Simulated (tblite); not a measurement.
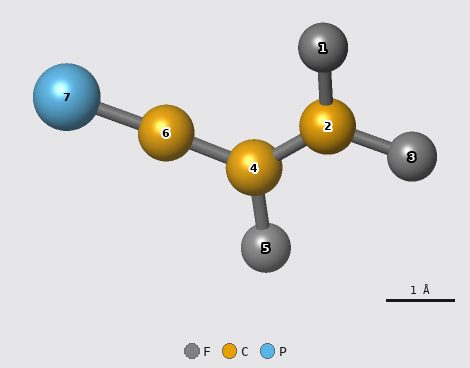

The structure (ball-and-stick view, seen at a tilt; atoms are numbered from 1 in the order of the input). Bond lengths as drawn: C–C 1.34 to 1.39 Å, C–F 1.32 to 1.35 Å and C–P 1.56 Å.

## Frequency calculation of C₃F₃P

C₃F₃P, SMILES FC(F)=C(F)C#P, computed with GFN2-xTB harmonic vibrations, gas phase (tblite 0.8.0).

It belongs to a series of runs on one base structure; here: isopropenyl replaced by CF=CF2.

## Output
```
mode    cm-1     km/mol
  1      79.4      0.46
  2     107.2      0.09
  3     202.6      4.91
  4     238.1      5.08
  5     380.9      5.25
  6     412.8     22.60
  7     430.1      4.91
  8     499.2      1.08
  9     509.1      0.83
 10     667.3     12.01
 11    1027.9    277.87
 12    1133.7    147.28
 13    1212.7    203.43
 14    1674.2    270.82
 15    1730.1     12.66
```

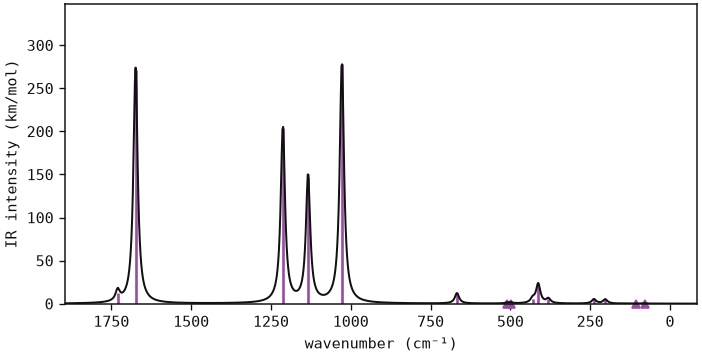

Harmonic infrared spectrum, unscaled: sticks (degenerate modes added up, dark ones marked on the axis) with a Lorentzian envelope of 16 cm⁻¹ full width, scaled to the tallest stick. 15 modes from 79 to 1730 cm⁻¹, none imaginary. The strongest line is at 1028 cm⁻¹ (278 km/mol). All modes, in cm⁻¹ (km/mol): 79 (0.5), 107 (0.1), 203 (4.9), 238 (5.1), 381 (5.2), 413 (23), 430 (4.9), 499 (1.1), 509 (0.8), 667 (12.0), 1028 (278), 1134 (147), 1213 (203), 1674 (271), 1730 (12.7).

This output came from the following input.

## Input file
```
{"job": {"kind": "ir", "xc": "GFN2-xTB", "basis": "xTB"}, "charge": 0, "multiplicity": 1}
F     -0.865065    -1.565567     0.572617
C     -0.978846    -0.275824     0.279153
F     -2.219959     0.147314     0.447658
C      0.059707     0.468343    -0.131888
F     -0.160330     1.775097    -0.404190
C      1.353309    -0.021254    -0.296252
P      2.814517    -0.523205    -0.494176
```

The first line tells a small driver script what to run in tblite; the rest is the geometry in Å.

Launch command:
```bash
OMP_NUM_THREADS=1 python <driver script> task.json out
```

## Results in brief

| quantity | value |
| --- | --- |
| outcome | converged |
| total energy | −626.9705 eV |
| zero-point energy | 14.7320 kcal/mol |
| hardware | 1 CPU thread, shared host |
| peak memory | 0.18 GiB |
